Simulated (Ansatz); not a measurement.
Fields on a plane of SnO2 (rutile)

```xyz
6
Lattice="4.7685 0.0000 0.0000 0.0000 4.7685 0.0000 0.0000 0.0000 3.2114" Properties=species:S:1:pos:R:3 pbc="T T T"
Sn     0.0000     0.0000     0.0000
Sn     2.3843     2.3843     1.6057
O      1.4606     1.4606     0.0000
O      3.8449     0.9237     1.6057
O      0.9237     3.8449     1.6057
O      3.3079     3.3079     0.0000
```

The slice is a (-1 2 0) plane (indices of the conventional cell) through the point (0.000, 0.000, 0.000) (fractional), spanned by u = [001] and v = [210] in vectors of this cell: u (3.21 Å) and v (10.66 Å, at 90° to u). It covers one period; positions are fractions (u, v).

Atoms on it: Sn at (0.00, 0.00). Other atoms lie within 1 Å of the plane.

All values below come from PBEsol (plane waves to 420 eV, PAW, scalar-relativistic; Ansatz, a first-principles code). k mesh 7×7×10. These are valence fields of a PAW run, semicore shells included where kept as valence: close to a nucleus they are smooth pseudo fields. SnO2 was relaxed with its symmetry unable to fall. The PAW data are Ansatz's earlier set.

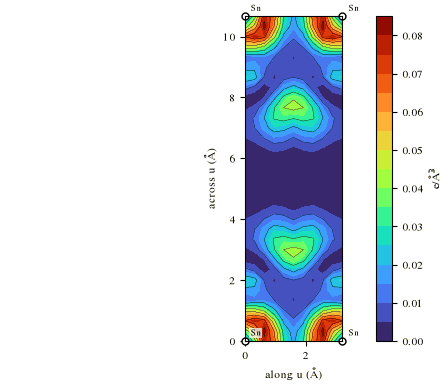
Figure: Density of the lowest conduction band (whole band as if filled, smooth part) in e/Å³, one period of the plane, atoms marked. 

```
|@%*=---=*%|
|#*=-:::-=*|
|==-::.::-=|
|==-:...:-=|
|*+=:. .:=+|
|*+=:...:=+|
|++=:::::=+|
|=--:---:--|
|:::--=--::|
|..:-===-:.|
|..:-=+=-:.|
|..:-===-:.|
|...:-=-:..|
|  ..:::.. |
|     .    |
|          |
|     .    |
|  ..:::.. |
|...:-=-:..|
|..:-===-:.|
|..:-=+=-:.|
|..:-===-:.|
|:::--=--::|
|=--:---:--|
|++=:::::=+|
|*+=:...:=+|
|*+=:. .:=+|
|==-:...:-=|
|==-::.::-=|
|#*=-:::-=*|
|@%*=---=*%|
|@@#=---=#@|
```
Scale: ten equal steps from -1.55 (start of ' ') to 1.11 (end of '@'), in the order ' .:-=+*#%@'. Values: log₁₀ of the valence density in e/Å³. The map has 10 points along u (one character each, u = 0 at the left) and 32 along v (v = 0 in the bottom row). The scale is logarithmic, as a density can span decades between atoms and voids.
